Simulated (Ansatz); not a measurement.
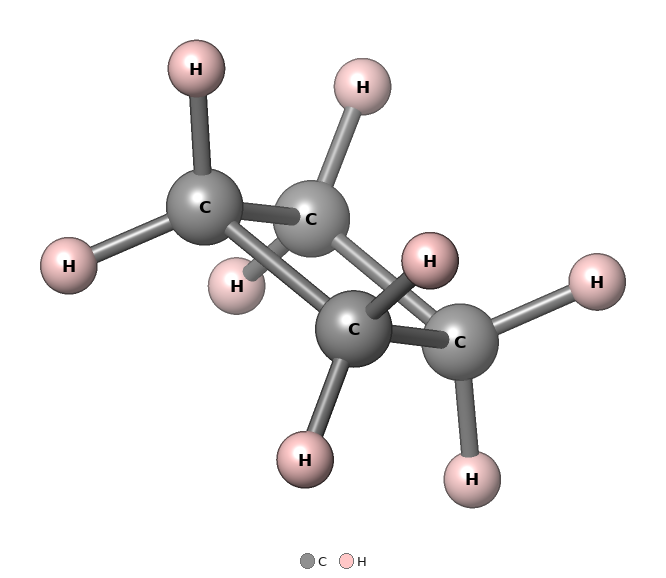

(Drawn from a calculation with Ansatz.)

Orthographic view. Atoms fade into the background with distance from the viewer. Geometry: a fixed input geometry, not necessarily a minimum.

Q: Write the InChI string.

A: InChI=1S/C4H8/c1-2-4-3-1/h1-4H2
